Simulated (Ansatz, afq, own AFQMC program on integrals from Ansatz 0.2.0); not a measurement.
# SiGeH (doublet): quantum Monte Carlo beside coupled cluster at scale of all distances = 1.125, cc-pVDZ, part 2 of 2

Ansatz 0.2.0, Gaussian basis, and an in-house AFQMC program (afq) on its integrals; all values are calculated; cc-pVDZ, frozen cores. Earlier steps stand in the parts before.

## (12) CCSD(T) on ROHF

in.yaml reads:

```yaml
crystal:
  periodic: [false, false, false]
  atoms:
    - {symbol: Si, position_ang: [0.000000, 0.000000, 0.260453]}
    - {symbol: Ge, position_ang: [0.000000, 0.000000, -2.203242]}
    - {symbol: H, position_ang: [0.000000, 0.000000, 1.942789]}
basis:
  gaussian: {orbitals: cc-pVDZ}
magnetization: {spin_polarized: false, initial_magnetization: 1}
correlation: {method: ccsd_t, electrons: outside_noble_gas, hamiltonian_folder: ham}
```

Command:

```bash
$ ansatz run in.yaml --threads 1 --pin off --events-out ev --progress --plain --max-ram 1382MiB
```

What it wrote, shortened:

```text
Functional definition: HF
  name "HF"
  cite "Fock, Z. Phys. 61, 126 (1930) doi:10.1007/BF01340294"
  parent pbe
[...]
558 factors; integrals over basis functions are off by at most 9.6e-4 eV
[...]
mean field -64347.31914204 eV, -2364.7203622906 hartree, gradient 1.6e-6 eV, S^2 0.750000; 9 other end points of the search recorded, 0 dependent functions left out
[...]
determinant -64347.31914204 eV, -2364.7203622906 hartree, with singles and doubles -64352.79925936 eV, -2364.9217528874 hartree
determinant -64345.40778195 eV, -2364.6501211029 hartree, with singles and doubles -64350.39591451 eV, -2364.8334315933 hartree
determinant -64344.85659586 eV, -2364.6298653877 hartree, with singles and doubles -64350.27789228 eV, -2364.8290943564 hartree
determinant -64343.97634951 eV, -2364.5975169308 hartree, with singles and doubles -64350.25141918 eV, -2364.8281214879 hartree
determinant -64347.22619697 eV, -2364.7169466220 hartree, with singles and doubles -64352.78330339 eV, -2364.9211665164 hartree
determinant -64347.22619697 eV, -2364.7169466220 hartree, with singles and doubles -64352.78624412 eV, -2364.9212745862 hartree
determinant -64347.31914204 eV, -2364.7203622906 hartree, with singles and doubles -64352.79905943 eV, -2364.9217455403 hartree
unrestricted determinant -64348.03839585 eV, -2364.7467943805 hartree, S^2 1.5825
19 core orbitals not correlated: weight in the atoms' cores, before any rotation towards them, 1.000 or more for the frozen orbitals, at most 0.000 for the correlated occupied ones
reference -64347.31914204 eV, -2364.7203622906 hartree; 5, 4 occupied and 26, 27 virtual orbitals, 558 factors
second order -4.60452020 eV of doubles, -0.03776169 eV of singles
cycle   1  -5.47991537 eV  change    2.0e-6 eV  update   3.7e-6
perturbative correction -0.35873622 eV, -0.0131833129 hartree
Total energy: -64353.15779363 eV, -2364.9349287790 hartree
```

It took 12 s on 1 thread of Arm Neoverse V2, shared host.

From the report: correlation -5.8387 eV; T1 0.041; largest double amplitude 0.20.

This run also writes the integrals to the folder ham.

## (13) CCSDT(Q) on ROHF

Edit in.yaml of step 12 so:

```diff
@@ -9,2 +9,2 @@
 magnetization: {spin_polarized: false, initial_magnetization: 1}
-correlation: {method: ccsd_t, electrons: outside_noble_gas, hamiltonian_folder: ham}
+correlation: {method: ccsdt_q, electrons: outside_noble_gas}
```

The command is unchanged.

What it wrote, shortened:

```text
Functional definition: HF
  name "HF"
  cite "Fock, Z. Phys. 61, 126 (1930) doi:10.1007/BF01340294"
  parent pbe
[...]
943 factors; integrals over basis functions are off by at most 1.9e-7 eV
[...]
mean field -64347.31918455 eV, -2364.7203638529 hartree, gradient 2.0e-6 eV, S^2 0.750000; 8 other end points of the search recorded, 0 dependent functions left out
[...]
determinant -64347.31918455 eV, -2364.7203638529 hartree, with singles and doubles -64352.79929523 eV, -2364.9217542056 hartree
determinant -64345.40782660 eV, -2364.6501227436 hartree, with singles and doubles -64350.39597103 eV, -2364.8334336702 hartree
determinant -64344.85661912 eV, -2364.6298662424 hartree, with singles and doubles -64350.27793229 eV, -2364.8290958267 hartree
determinant -64343.97640432 eV, -2364.5975189452 hartree, with singles and doubles -64350.25149775 eV, -2364.8281243751 hartree
determinant -64347.22624289 eV, -2364.7169483096 hartree, with singles and doubles -64352.78334139 eV, -2364.9211679129 hartree
determinant -64347.22624289 eV, -2364.7169483096 hartree, with singles and doubles -64352.78628117 eV, -2364.9212759477 hartree
determinant -64347.31918455 eV, -2364.7203638529 hartree, with singles and doubles -64352.79909445 eV, -2364.9217468270 hartree
unrestricted determinant -64348.03843471 eV, -2364.7467958085 hartree, S^2 1.5825
19 core orbitals not correlated: weight in the atoms' cores, before any rotation towards them, 1.000 or more for the frozen orbitals, at most 0.000 for the correlated occupied ones
reference -64347.31918455 eV, -2364.7203638529 hartree; 5, 4 occupied and 26, 27 virtual orbitals, 943 factors
second order -4.60454613 eV of doubles, -0.03776072 eV of singles
cycle   1  -5.08809727 eV  change   -4.4e-1 eV  update   1.3e-1
[...]
cycle  25  -5.88229332 eV  change   -5.7e-7 eV  update   8.1e-7
perturbative correction -0.04440100 eV, -0.0016317068 hartree
Total energy: -64353.24587888 eV, -2364.9381658519 hartree
```

Run time: 22 s. Hardware: 1 thread of Arm Neoverse V2, shared host.

From the report: correlation -5.9267 eV; T1 0.043; largest double amplitude 0.23.

## (14) Phaseless AFQMC, CISD trial on ROHF

It reads the integrals that the CCSD(T) run on this determinant wrote.

Command:

```bash
$ afq ham --method phaseless --trial cisd --walkers 60 --populations 1 --least-time 40 --time-step 0.005 --steps-per-block 50 --equilibration-blocks 28 --max-blocks 300 --target-error 0.00036 --factor-cut 1e-05 --start spin_pure --seed 7803 --release-times 0.24,0.51,0.99,1.62,2.4 --release-step 0.03 --release-every 4 --taylor-order 6
```

What it wrote:

```text
orbitals 31  electrons 5 4  factors 226 of 558
reference energy -2364.72036229 Eh
CCSD correlation -0.20138286 Eh in 17 cycles, weight of the determinant in the CISD state 0.8011
energy of the start -2364.921745 Eh
 block  time / (1/Eh)  mean weight  energy / Eh
     1     0.250  0.9992  -2364.918672
     2     0.500  1.0007  -2364.918399
     3     0.750  0.9993  -2364.919949
     4     1.000  1.0014  -2364.920092
     5     1.250  0.9993  -2364.922269
     6     1.500  1.0010  -2364.923930
     7     1.750  0.9988  -2364.924587
     8     2.000  0.9988  -2364.922779
     9     2.250  0.9995  -2364.926452
    10     2.500  1.0004  -2364.927668
    17     4.250  1.0003  -2364.937868
    25     6.250  1.0006  -2364.934223
    33     8.250  1.0014  -2364.956717
    41    10.250  1.0001  -2364.930665
    49    12.250  0.9993  -2364.933947
    57    14.250  0.9985  -2364.938756
    65    16.250  1.0000  -2364.936718
    73    18.250  1.0009  -2364.938921
    81    20.250  1.0016  -2364.939157
    89    22.250  1.0006  -2364.941914
    97    24.250  0.9992  -2364.953052
   105    26.250  1.0000  -2364.937372
   113    28.250  1.0022  -2364.948287
   121    30.250  1.0001  -2364.933815
   129    32.250  0.9992  -2364.931775
   137    34.250  1.0000  -2364.930672
   145    36.250  0.9976  -2364.941870
   153    38.250  1.0020  -2364.940071
   161    40.250  1.0002  -2364.930728
   169    42.250  0.9994  -2364.930116
   177    44.250  1.0002  -2364.932423
   185    46.250  1.0001  -2364.927672
   193    48.250  0.9971  -2364.927578
   201    50.250  0.9996  -2364.933442
   209    52.250  1.0006  -2364.942092
   217    54.250  1.0004  -2364.948875
   225    56.250  0.9989  -2364.934196
   233    58.250  1.0007  -2364.931838
   241    60.250  1.0017  -2364.929839
   249    62.250  1.0004  -2364.929544
   257    64.250  0.9987  -2364.928519
   265    66.250  0.9982  -2364.931616
   273    68.250  0.9990  -2364.932498
   281    70.250  0.9946  -2364.945920
   289    72.250  1.0002  -2364.933110
   297    74.250  0.9998  -2364.932958
   305    76.250  1.0015  -2364.926608
   313    78.250  1.0005  -2364.942377
   321    80.250  1.0002  -2364.933851
blocks merged  error / Eh  count
     1  0.000390  300
     2  0.000488  150
     4  0.000587  75
     8  0.000726  37
    16  0.000701  18
    32  0.000710  9
released: time / (1/Eh)  energy / Eh  error  mean overlap
  0.24  -2364.936030  0.000808  0.9980
  0.51  -2364.936194  0.000868  0.9997
  0.99  -2364.936409  0.000756  0.9995
  1.62  -2364.936394  0.000709  1.0051
  2.40  -2364.938032  0.001054  0.9868
energy -2364.935779 +/- 0.000726 Eh
```

Run time: 3.5 min. Hardware: 1 thread of Arm Neoverse V2, shared host.

Energy -64353.1809 ± 0.0198 eV. Caveats: constraint bias not in the error; error above the target.

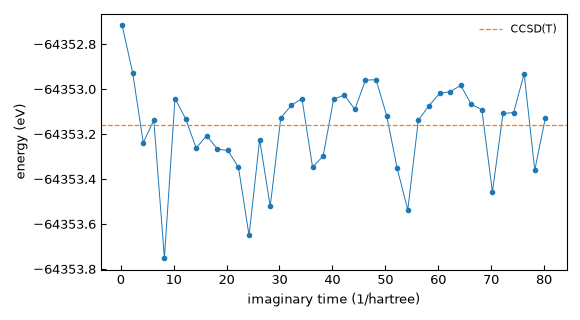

Block energies along the walk.

## (15) Phaseless AFQMC, single-determinant trial on ROHF (settings varied)

It reads the integrals that the CCSD(T) run on this determinant wrote.

Command:

```bash
$ afq ham --method phaseless --trial hf --walkers 80 --populations 1 --least-time 40 --time-step 0.01 --steps-per-block 50 --equilibration-blocks 12 --max-blocks 120 --target-error 0.00072 --factor-cut 0.001 --start spin_pure --seed 8755 --taylor-order 6
```

What it wrote:

```text
orbitals 31  electrons 5 4  factors 144 of 558
reference energy -2364.72036229 Eh
CCSD correlation -0.20133634 Eh in 17 cycles, weight of the determinant in the CISD state 0.8012
energy of the start -2364.720365 Eh
 block  time / (1/Eh)  mean weight  energy / Eh
     1     0.500  1.0039  -2364.809484
     2     1.000  1.0035  -2364.859364
     3     1.500  0.9994  -2364.882237
     4     2.000  0.9995  -2364.914692
     5     2.500  0.9995  -2364.899976
     6     3.000  0.9994  -2364.897188
     7     3.500  0.9982  -2364.902883
     8     4.000  1.0009  -2364.913239
     9     4.500  0.9978  -2364.889426
    10     5.000  0.9982  -2364.898121
    13     6.500  1.0006  -2364.919252
    16     8.000  0.9988  -2364.936334
    19     9.500  1.0001  -2364.890185
    22    11.000  0.9995  -2364.920882
    25    12.500  0.9999  -2364.945798
    28    14.000  1.0015  -2364.932447
    31    15.500  1.0003  -2364.940430
    34    17.000  1.0024  -2364.914572
    37    18.500  1.0083  -2365.192862
    40    20.000  0.9981  -2364.920826
    43    21.500  0.9995  -2364.926138
    46    23.000  1.0002  -2364.880716
    49    24.500  0.9971  -2364.923109
    52    26.000  0.9978  -2364.934647
    55    27.500  1.0007  -2364.921277
    58    29.000  0.9958  -2364.937848
    61    30.500  0.9986  -2364.918420
    64    32.000  0.9985  -2364.939000
    67    33.500  1.0037  -2364.934095
    70    35.000  0.9994  -2364.925693
    73    36.500  1.0014  -2364.915193
    76    38.000  0.9974  -2364.897271
    79    39.500  0.9986  -2364.902915
    82    41.000  0.9998  -2364.929280
    85    42.500  0.9969  -2364.934545
    88    44.000  0.9994  -2364.888965
    91    45.500  0.9944  -2364.956829
    94    47.000  0.9999  -2364.903638
    97    48.500  1.0030  -2364.900608
   100    50.000  0.9969  -2364.924689
   103    51.500  0.9963  -2364.913192
   106    53.000  0.9966  -2364.905653
   109    54.500  1.0012  -2364.980239
   112    56.000  0.9990  -2364.922703
   115    57.500  0.9980  -2364.922500
   118    59.000  1.0001  -2364.918090
   121    60.500  0.9991  -2364.915571
   124    62.000  1.0004  -2364.927641
   127    63.500  1.0010  -2364.921654
   130    65.000  1.0041  -2364.962142
blocks merged  error / Eh  count
     1  0.002876  120
     2  0.003287  60
     4  0.003552  30
     8  0.003729  15
energy -2364.925070 +/- 0.003552 Eh
```

Run time: 41 s. Hardware: 1 thread of Arm Neoverse V2, shared host.

Energy -64352.8895 ± 0.0967 eV. The run doesn't count as converged. Caveats: constraint bias not in the error; error above the target.

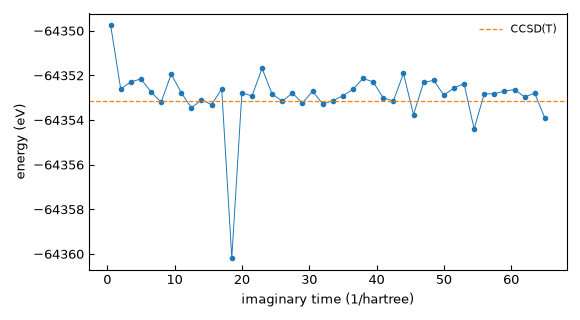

Block energies along the walk.

## (16) Phaseless AFQMC, first-order trial on ROHF (settings varied)

It reads the integrals that the CCSD(T) run on this determinant wrote.

Command:

```bash
$ afq ham --method phaseless --trial mp1 --walkers 160 --populations 1 --least-time 40 --time-step 0.02 --steps-per-block 10 --equilibration-blocks 15 --max-blocks 18 --target-error 0.00072 --factor-cut 1e-05 --start spin_pure --seed 1662 --taylor-order 8
```

What it wrote:

```text
orbitals 31  electrons 5 4  factors 226 of 558
reference energy -2364.72036229 Eh
CCSD correlation -0.20138286 Eh in 17 cycles, weight of the determinant in the CISD state 0.8011
energy of the start -2364.889577 Eh
 block  time / (1/Eh)  mean weight  energy / Eh
     1     0.200  1.0012  -2364.892442
     2     0.400  1.0035  -2364.896271
     3     0.600  0.9998  -2364.899512
     4     0.800  0.9977  -2364.902165
     5     1.000  1.0018  -2364.906398
     6     1.200  0.9983  -2364.910542
     7     1.400  0.9999  -2364.914009
     8     1.600  1.0025  -2364.914539
     9     1.800  1.0031  -2364.917162
    10     2.000  1.0007  -2364.919617
    11     2.200  1.0052  -2364.919381
    12     2.400  1.0005  -2364.920471
    13     2.600  0.9996  -2364.923793
    14     2.800  1.0009  -2364.927758
    15     3.000  0.9921  -2364.926510
    16     3.200  0.9996  -2364.928578
    17     3.400  0.9965  -2364.929971
    18     3.600  1.0008  -2364.928412
    19     3.800  1.0012  -2364.929129
    20     4.000  1.0015  -2364.931471
    21     4.200  1.0007  -2364.927100
    22     4.400  0.9977  -2364.932689
    23     4.600  1.0007  -2364.934064
    24     4.800  0.9952  -2364.930962
    25     5.000  0.9998  -2364.933591
    26     5.200  0.9988  -2364.932415
    27     5.400  1.0041  -2364.928802
    28     5.600  0.9983  -2364.928312
    29     5.800  0.9991  -2364.930971
    30     6.000  1.0014  -2364.935363
    31     6.200  0.9993  -2364.937161
    32     6.400  0.9992  -2364.935708
    33     6.600  0.9989  -2364.932230
blocks merged  error / Eh  count
     1  0.000681  18
     2  0.000870  9
energy -2364.931495 +/- 0.000681 Eh
```

It took 16 s on 1 thread of Arm Neoverse V2, shared host.

Energy -64353.0644 ± 0.0185 eV. The run doesn't count as converged. Caveats: constraint bias not in the error; error not settled.

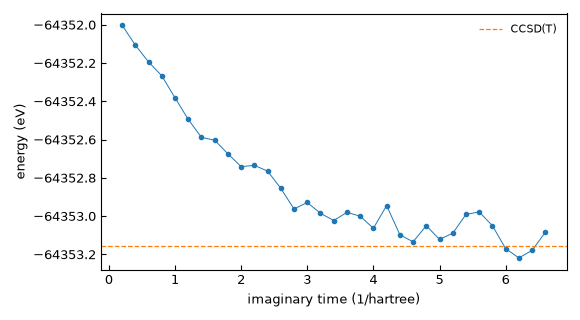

Block energies along the walk.

## (17) AFQMC on the ladder

On the UHF determinant, counted from CCSDT(Q) (a yardstick, not exact):

| level | energy (eV) | from CCSDT(Q) (kJ/mol) | statistical error (kJ/mol) | time |
| --- | --- | --- | --- | --- |
| HF | -64347.8705 | +518.9 |  |  |
| MP2 | -64351.5073 | +168.0 |  |  |
| CCSD | -64352.7581 | +47.3 |  |  |
| CCSD(T) | -64353.0714 | +17.1 |  |  |
| CCSDT(Q) | -64353.2487 | 0.0 |  |  |
| Phaseless AFQMC, CISD trial, step 0.005, 60 walkers | -64353.1978 | +4.9 | 2.4 | 3.5 min |

On the ROHF determinant, counted from CCSDT(Q) (a yardstick, not exact):

| level | energy (eV) | from CCSDT(Q) (kJ/mol) | statistical error (kJ/mol) | time |
| --- | --- | --- | --- | --- |
| HF | -64347.3191 | +571.8 |  |  |
| MP2 | -64351.9614 | +123.9 |  |  |
| CCSD | -64352.7991 | +43.1 |  |  |
| CCSD(T) | -64353.1578 | +8.5 |  |  |
| CCSDT(Q) | -64353.2459 | 0.0 |  |  |
| Phaseless AFQMC, CISD trial, step 0.005, 60 walkers | -64353.1809 | +6.3 | 1.9 | 3.5 min |

The functionals' totals stand on their own zeros and serve differences with other points: PBE -64395.625 eV; r2SCAN -64406.881 eV; PBE0 -64397.463 eV; B3LYP -64409.834 eV; wB97M-V -64403.991 eV; B2PLYP -64393.053 eV.

## (18) Outcome

This closing draws on all 2 parts.

| quantity | value |
| --- | --- |
| CCSD(T) on UHF from CCSDT(Q) | +17.1 kJ/mol |
| Phaseless AFQMC, CISD trial on UHF from CCSDT(Q) | +4.9 ± 2.4 kJ/mol |
| CCSD(T) on ROHF from CCSDT(Q) | +8.5 kJ/mol |
| Phaseless AFQMC, CISD trial on ROHF from CCSDT(Q) | +6.3 ± 1.9 kJ/mol |

What this shows: On UHF the phaseless walk with the CISD trial lies +4.9 kJ/mol from CCSDT(Q), within three error bars. On ROHF the phaseless walk with the CISD trial lies +6.3 kJ/mol from CCSDT(Q), 3 times its error bar. Error bars are statistical and leave out the constraint, the time step and what remains of the start.
